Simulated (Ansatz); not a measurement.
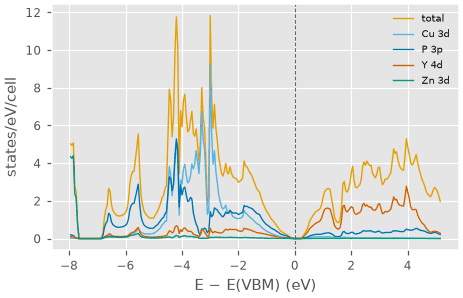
Figure. Total and projected density of states of YZnCuP$_{2}$ in space group P3m1 (No. 156; Pearson symbol hP5), r²SCAN (plane waves, PAW; program Ansatz)

Task: Which orbitals carry the states next to the gap?

Result: Top 1 eV of the valence band: P 3p 55 %, Cu 3d 24 %, Y 4d 14 %. Bottom 1 eV of the conduction band: Y 4d 60 %, P 3p 13 %, Zn 4s 5 %, Cu 3d 5 %, outside the projected shells 10 %. Projections are on Löwdin-orthogonalised atomic valence shells; empty p or d shells of many metals are not among them.

Task: Where is the tallest occupied peak in this window, and what makes it?

Result: Near -3.0 eV, about 12 states/eV per cell; the largest projected share is Cu 3d.

The first step of the workflow began from a Materials Project structure, measured or hypothetical; the Crystallography Open Database copy checked does not list it. Its standing as an ambient phase is unchecked. The r²SCAN relaxation kept the symmetry of its start; whether a distortion lowers the energy is not shown. The run is not spin-polarised. Scalar-relativistic: spin–orbit coupling is off unless named, which matters more the heavier the elements.

Potentials: the later of the program's two PAW sets.
